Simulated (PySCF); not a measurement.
# C2H11BN2: electronic excitations at several levels of theory, part 2 of 2

PySCF 2.14.0. Atoms count from 0. Earlier steps stand in the parts before.

## Step 9: TDDFT and polarisability: wB97X-D/def2-SVPD

Job settings and geometry (Å):

```
{"job": {"kind": "uv", "xc": "wB97X-D", "basis": "def2-SVPD", "ip": true}, "charge": 0, "multiplicity": 1}
N      1.324336     0.917905    -0.459798
C      1.169194    -0.532201    -0.294572
C      0.062958    -0.872274     0.705632
B     -1.269054     0.080855     0.652576
N     -1.383086     0.702841    -0.845410
H      1.436663     1.359337     0.452591
H      2.155578     1.142363    -1.002936
H      2.121572    -1.026940    -0.016891
H      0.909563    -0.939764    -1.290237
H     -0.186892    -1.938775     0.568959
H      0.476730    -0.805127     1.727933
H     -2.318401    -0.512447     0.889174
H     -1.159844     1.081991     1.364279
H     -1.601189     0.010548    -1.561174
H     -2.083289     1.440219    -0.893040
H     -0.424163     1.094587    -1.011643
```

Method: TDDFT wB97X-D/def2-SVPD, vertical, gas phase, core orbitals frozen in the response.

Standard output:

```text
coarse grid: 12208 points
cycle   1  E = -216.9207954311  dE =  3.529e-01  |g| = 3.991e-01  |ddm| = 4.977e+00
cycle   2  E = -216.9507962469  dE = -3.000e-02  |g| = 2.885e-01  |ddm| = 1.111e+00
cycle   3  E = -216.9703342523  dE = -1.954e-02  |g| = 4.671e-02  |ddm| = 4.694e-01
cycle   4  E = -216.9708449814  dE = -5.107e-04  |g| = 1.694e-02  |ddm| = 1.110e-01
cycle   5  E = -216.9709130000  dE = -6.802e-05  |g| = 4.526e-03  |ddm| = 3.347e-02
cycle   6  E = -216.9709185814  dE = -5.581e-06  |g| = 1.081e-03  |ddm| = 1.658e-02
final grid: 114704 points
cycle   7  E = -216.9944860032  dE = -9.886e-05  |g| = 6.808e-03  |ddm| = 1.970e-01
cycle   8  E = -216.9944895537  dE = -3.550e-06  |g| = 5.911e-03  |ddm| = 3.157e-02
cycle   9  E = -216.9944967498  dE = -7.196e-06  |g| = 5.192e-04  |ddm| = 6.990e-03
cycle  10  E = -216.9944968296  dE = -7.981e-08  |g| = 2.307e-04  |ddm| = 3.335e-03
cycle  11  E = -216.9944968461  dE = -1.648e-08  |g| = 3.835e-05  |ddm| = 8.593e-04
cycle  12  E = -216.9944968467  dE = -5.521e-10  |g| = 2.193e-05  |ddm| = 1.861e-04
converged SCF energy = -216.9944968467

Static polarisability (au): isotropic 63.082, principal 58.422 62.243 68.582

Singlet excitations
state   eV       nm        f      main configurations
  1   6.5389    189.6   0.00360   H->L 0.83
  2   6.8073    182.1   0.01863   H-1->L 0.83
  3   7.2676    170.6   0.01756   H-2->L 0.34, H->L+1 0.28, H-1->L 0.09
  4   7.7940    159.1   0.02785   H->L+2 0.52, H-2->L 0.25, H->L+1 0.10
  5   7.8195    158.6   0.01837   H->L+3 0.36, H->L+1 0.23, H->L+2 0.19
  6   7.9596    155.8   0.01676   H-1->L+2 0.43, H-1->L+1 0.20, H-1->L+3 0.10
  7   8.1071    152.9   0.03321   H-1->L+2 0.33, H-1->L+1 0.30, H-1->L+4 0.10
  8   8.1914    151.4   0.02192   H-2->L 0.21, H->L+3 0.17, H-1->L+3 0.12
  9   8.3599    148.3   0.03126   H-1->L+3 0.29, H-3->L 0.20, H->L+3 0.14
 10   8.4716    146.4   0.06093   H->L+4 0.34, H-3->L 0.17, H-2->L+1 0.10

Triplet excitations (Tamm-Dancoff, eV): 6.4184 6.7361 7.1222 7.6611
Vertical ionisation energy (delta-SCF) = 9.0971 eV
```

Run time: 3.1 min. Hardware: 1 thread of Arm Neoverse V1, shared host; peak memory 0.88 GiB.

Key values: HOMO -8.81 eV, LUMO 1.83 eV; lowest singlet 6.54 eV.

## Step 10: TDDFT and polarisability: LC-wPBE/def2-SVPD

The job, as its differences from that of step 9:

```diff
@@ -1,2 +1,2 @@
-{"job": {"kind": "uv", "xc": "wB97X-D", "basis": "def2-SVPD", "ip": true}, "charge": 0, "multiplicity": 1}
+{"job": {"kind": "uv", "xc": "LC-wPBE", "basis": "def2-SVPD", "ip": true}, "charge": 0, "multiplicity": 1}
 N      1.324336     0.917905    -0.459798
```

Level: TDDFT LC-wPBE/def2-SVPD, vertical, gas phase, core orbitals frozen in the response.

Standard output:

```text
coarse grid: 12208 points
cycle   1  E = -216.8622946377  dE =  4.524e-01  |g| = 3.871e-01  |ddm| = 4.961e+00
cycle   2  E = -216.8999224913  dE = -3.763e-02  |g| = 2.195e-01  |ddm| = 9.815e-01
cycle   3  E = -216.9107555139  dE = -1.083e-02  |g| = 5.281e-02  |ddm| = 3.835e-01
cycle   4  E = -216.9114553881  dE = -6.999e-04  |g| = 1.581e-02  |ddm| = 1.379e-01
cycle   5  E = -216.9115181217  dE = -6.273e-05  |g| = 4.399e-03  |ddm| = 3.549e-02
cycle   6  E = -216.9115237207  dE = -5.599e-06  |g| = 1.055e-03  |ddm| = 1.844e-02
final grid: 114704 points
cycle   7  E = -216.9377157567  dE = -4.460e-05  |g| = 5.779e-03  |ddm| = 8.207e-02
cycle   8  E = -216.9377188327  dE = -3.076e-06  |g| = 4.843e-03  |ddm| = 1.656e-02
cycle   9  E = -216.9377238615  dE = -5.029e-06  |g| = 2.811e-04  |ddm| = 6.091e-03
cycle  10  E = -216.9377238993  dE = -3.777e-08  |g| = 1.519e-04  |ddm| = 1.333e-03
cycle  11  E = -216.9377239167  dE = -1.739e-08  |g| = 3.229e-05  |ddm| = 3.660e-04
cycle  12  E = -216.9377239172  dE = -5.074e-10  |g| = 9.829e-06  |ddm| = 1.269e-04
converged SCF energy = -216.9377239172

Static polarisability (au): isotropic 61.270, principal 56.849 60.447 66.513

Singlet excitations
state   eV       nm        f      main configurations
  1   6.9794    177.6   0.00384   H->L 0.62, H->L+1 0.12
  2   7.3315    169.1   0.02986   H-1->L 0.67, H->L 0.10, H->L+1 0.09
  3   7.7641    159.7   0.01677   H-2->L 0.26, H-1->L 0.18, H->L 0.14
  4   8.2671    150.0   0.01794   H->L+3 0.36, H->L+1 0.25, H->L+2 0.08
  5   8.3128    149.1   0.02697   H->L+2 0.61, H-2->L 0.12
  6   8.4767    146.3   0.01570   H-1->L+2 0.50, H-1->L+3 0.12, H-1->L+1 0.08
  7   8.6269    143.7   0.03204   H-1->L+1 0.25, H-1->L+2 0.21, H->L+4 0.11
  8   8.7618    141.5   0.05276   H-2->L 0.24, H-1->L+3 0.14, H->L+5 0.11
  9   8.9312    138.8   0.05608   H-3->L 0.26, H->L+3 0.11, H-2->L+2 0.10
 10   9.0286    137.3   0.03550   H->L+4 0.32, H-1->L+1 0.16

Triplet excitations (Tamm-Dancoff, eV): 6.7019 7.0772 7.5001 7.9564
Vertical ionisation energy (delta-SCF) = 9.4090 eV
```

It took 4.3 min on 1 thread of Arm Neoverse V1, shared host; peak memory 0.89 GiB.

In short: HOMO -9.67 eV, LUMO 1.93 eV; lowest singlet 6.98 eV.

## Step 11: Ultraviolet spectrum: PBE0/6-31G*

The job, as its differences from that of step 10:

```diff
@@ -1,2 +1,2 @@
-{"job": {"kind": "uv", "xc": "LC-wPBE", "basis": "def2-SVPD", "ip": true}, "charge": 0, "multiplicity": 1}
+{"job": {"kind": "uv", "xc": "PBE0", "basis": "6-31G*"}, "charge": 0, "multiplicity": 1}
 N      1.324336     0.917905    -0.459798
```

Method: TDDFT PBE0/6-31G*, vertical, gas phase, core orbitals frozen in the response.

Standard output:

```text
coarse grid: 12208 points
cycle   1  E = -216.8912525165  dE =  2.495e-01  |g| = 5.050e-01  |ddm| = 3.200e+00
cycle   2  E = -216.8895947465  dE =  1.658e-03  |g| = 5.366e-01  |ddm| = 1.179e+00
cycle   3  E = -216.9647782736  dE = -7.518e-02  |g| = 5.569e-02  |ddm| = 6.081e-01
cycle   4  E = -216.9654935572  dE = -7.153e-04  |g| = 1.864e-02  |ddm| = 7.531e-02
cycle   5  E = -216.9655767403  dE = -8.318e-05  |g| = 5.287e-03  |ddm| = 2.169e-02
cycle   6  E = -216.9655827315  dE = -5.991e-06  |g| = 1.569e-03  |ddm| = 5.636e-03
final grid: 114704 points
cycle   7  E = -216.9203542681  dE = -3.931e-05  |g| = 9.298e-03  |ddm| = 2.450e-02
cycle   8  E = -216.9203444737  dE =  9.794e-06  |g| = 1.150e-02  |ddm| = 1.919e-02
cycle   9  E = -216.9203758409  dE = -3.137e-05  |g| = 3.924e-04  |ddm| = 1.000e-02
cycle  10  E = -216.9203758764  dE = -3.550e-08  |g| = 1.662e-04  |ddm| = 5.193e-04
cycle  11  E = -216.9203758822  dE = -5.859e-09  |g| = 5.252e-05  |ddm| = 1.768e-04
cycle  12  E = -216.9203758829  dE = -6.386e-10  |g| = 9.453e-06  |ddm| = 5.675e-05
converged SCF energy = -216.9203758829

Static polarisability (au): isotropic 51.349, principal 47.794 49.576 56.678

Singlet excitations
state   eV       nm        f      main configurations
  1   7.1393    173.7   0.00284   H->L 0.97
  2   7.4013    167.5   0.00065   H-1->L 0.98
  3   7.9700    155.6   0.01203   H->L+1 0.47, H-2->L 0.43
  4   8.3185    149.0   0.02587   H-2->L 0.55, H->L+1 0.40
  5   8.6017    144.1   0.00327   H-1->L+1 0.91
  6   8.8886    139.5   0.00453   H->L+2 0.88
  7   9.0288    137.3   0.02561   H-3->L 0.68, H-1->L+2 0.14
  8   9.1204    135.9   0.01740   H-2->L+1 0.74, H-1->L+2 0.09
  9   9.1595    135.4   0.04090   H-1->L+2 0.71, H-3->L 0.19
 10   9.3924    132.0   0.01924   H->L+3 0.48, H->L+4 0.28

Triplet excitations (Tamm-Dancoff, eV): 6.8873 7.2315 7.6062 8.1221
```

Wall time 11 s (1 thread of Arm Neoverse V1, shared host); peak memory 0.58 GiB.

This run: HOMO -6.60 eV, LUMO 1.84 eV; lowest singlet 7.14 eV.

## Step 12: TDDFT and polarisability: PBE0/def2-SVP

The job, as its differences from that of step 11:

```diff
@@ -1,2 +1,2 @@
-{"job": {"kind": "uv", "xc": "PBE0", "basis": "6-31G*"}, "charge": 0, "multiplicity": 1}
+{"job": {"kind": "uv", "xc": "PBE0", "basis": "def2-SVP"}, "charge": 0, "multiplicity": 1}
 N      1.324336     0.917905    -0.459798
```

With the program's defaults for keys left out, this is: TDDFT PBE0/def2-SVP, vertical, gas phase, core orbitals frozen in the response.

Standard output:

```text
coarse grid: 12208 points
cycle   1  E = -216.6912124212  dE =  2.158e-01  |g| = 4.729e-01  |ddm| = 3.651e+00
cycle   2  E = -216.6878732065  dE =  3.339e-03  |g| = 5.157e-01  |ddm| = 1.223e+00
cycle   3  E = -216.7584962788  dE = -7.062e-02  |g| = 5.415e-02  |ddm| = 6.363e-01
cycle   4  E = -216.7591834537  dE = -6.872e-04  |g| = 1.801e-02  |ddm| = 7.883e-02
cycle   5  E = -216.7592622375  dE = -7.878e-05  |g| = 5.422e-03  |ddm| = 2.349e-02
cycle   6  E = -216.7592687619  dE = -6.524e-06  |g| = 1.534e-03  |ddm| = 6.374e-03
final grid: 114704 points
cycle   7  E = -216.7790246421  dE = -4.316e-05  |g| = 8.839e-03  |ddm| = 3.588e-02
cycle   8  E = -216.7790144841  dE =  1.016e-05  |g| = 1.111e-02  |ddm| = 1.988e-02
cycle   9  E = -216.7790440363  dE = -2.955e-05  |g| = 3.316e-04  |ddm| = 1.060e-02
cycle  10  E = -216.7790440611  dE = -2.479e-08  |g| = 1.544e-04  |ddm| = 5.452e-04
cycle  11  E = -216.7790440664  dE = -5.347e-09  |g| = 4.946e-05  |ddm| = 1.791e-04
cycle  12  E = -216.7790440670  dE = -5.417e-10  |g| = 8.256e-06  |ddm| = 5.130e-05
converged SCF energy = -216.7790440670

Static polarisability (au): isotropic 53.814, principal 50.254 51.877 59.310

Singlet excitations
state   eV       nm        f      main configurations
  1   6.6491    186.5   0.00173   H->L 0.96
  2   6.9184    179.2   0.00083   H-1->L 0.96
  3   7.4532    166.4   0.00757   H->L+1 0.54, H-2->L 0.32
  4   7.7921    159.1   0.02723   H-2->L 0.65, H->L+1 0.31
  5   7.9877    155.2   0.00269   H-1->L+1 0.88, H->L+1 0.08
  6   8.1920    151.3   0.01352   H->L+2 0.91
  7   8.4345    147.0   0.02015   H-1->L+2 0.81, H-3->L 0.10
  8   8.5070    145.7   0.03252   H-2->L+1 0.34, H-3->L 0.24, H->L+3 0.20
  9   8.5756    144.6   0.02561   H-3->L 0.62, H-2->L+1 0.23
 10   8.7135    142.3   0.01154   H->L+3 0.59, H-2->L+1 0.34

Triplet excitations (Tamm-Dancoff, eV): 6.4380 6.7675 7.1714 7.6223
```

Wall time 15 s (1 thread of Arm Neoverse V1, shared host); peak memory 0.7 GiB.

This run: HOMO -6.75 eV, LUMO 1.15 eV; lowest singlet 6.65 eV.

## Step 13: Side by side: electronic excitations

Excitations and ground-state properties, with basis size and wall time:

| run | lowest singlet (eV) | brightest (eV) | f | gap (eV) | α (Å³) | μ (D) | functions | time |
| --- | --- | --- | --- | --- | --- | --- | --- | --- |
| LDA/def2-SVPD | 5.04 | 6.56 | 0.026 | 5.01 | 10.01 | 4.27 | 188 | 96 s |
| PBE/def2-SVPD | 5.05 | 6.57 | 0.023 | 5.03 | 9.84 | 4.27 | 188 | 2.3 min |
| B3LYP/def2-SVPD | 5.71 | 7.28 | 0.031 | 6.61 | 9.51 | 4.30 | 188 | 2.7 min |
| PBE0/def2-SVPD | 5.96 | 7.54 | 0.035 | 7.10 | 9.41 | 4.31 | 188 | 2.9 min |
| BHandHLYP/def2-SVPD | 6.58 | 8.53 | 0.063 | 8.91 | 9.11 | 4.34 | 188 | 2.8 min |
| CAM-B3LYP/def2-SVPD | 6.26 | 8.20 | 0.053 | 9.18 | 9.33 | 4.33 | 188 | 3.2 min |
| wB97X-D/def2-SVPD | 6.54 | 8.47 | 0.061 | 10.65 | 9.35 | 4.35 | 188 | 3.1 min |
| LC-wPBE/def2-SVPD | 6.98 | 8.93 | 0.056 | 11.60 | 9.08 | 4.37 | 188 | 4.3 min |
| PBE0/6-31G* | 7.14 | 9.16 | 0.041 | 8.44 | 7.61 | 4.48 | 92 | 11 s |
| PBE0/def2-SVP | 6.65 | 8.51 | 0.033 | 7.90 | 7.97 | 4.55 | 125 | 15 s |

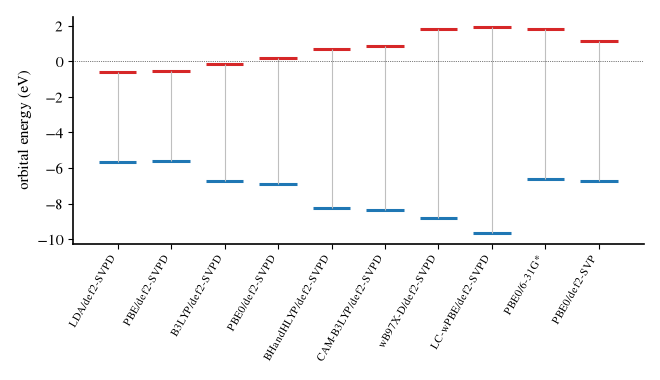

HOMO (blue) and LUMO (red) run by run.

## Step 14: Outcome

The summary covers parts 1 to 2.

| quantity | value |
| --- | --- |
| point group | C1 |
| rotational constants (main isotopes) | 6.24, 3.86, 2.87 GHz |
| lowest singlet (LDA/def2-SVPD) | 5.04 eV (246 nm), f = 0.002 |
| brightest single state of those computed | state 7, 6.56 eV, f = 0.026 |
| lowest triplet | 4.96 eV |
| vertical ionisation energy (ΔSCF) | 8.50 eV |
| range of the lowest singlet | 5.04 to 7.14 eV |

In words: Single values in the summary come from the first sound run of each kind (LDA/def2-SVPD), which need not be the best level. The start of the PBE0/def2-SVP relaxation was shaken at random by about 0.01 Å, so part of the energy gained, and of the first lengths quoted, undoes that. Over 6 steps the energy fell by 0.123 eV; of the close pairs, B3–H12 changed most, 1.194 to 1.233 Å. No frequency check was run at this level, so the end point may be a saddle. The first singlet state (HOMO→LUMO 1.00) lies at 5.04 eV and is weak; of the 10 states computed, the strongest absorption comes from state 7 at 6.56 eV. The lowest triplet lies 0.07 eV below the lowest singlet (triplets in Tamm-Dancoff, singlets in full TDDFT). The brightest state lies above −ε(HOMO) (5.63 eV), where this functional's continuum begins, so it hangs on the basis. ΔSCF puts the ionisation energy at 8.50 eV, 2.86 eV above −ε(HOMO). The lowest singlet runs from 5.04 eV (LDA/def2-SVPD) to 7.14 eV (PBE0/6-31G*), while the orbital gap spans 5.01 to 11.60 eV. The lowest state need not be the same one in every run. The runs solved for a few states only, so the brightest column depends on that window.
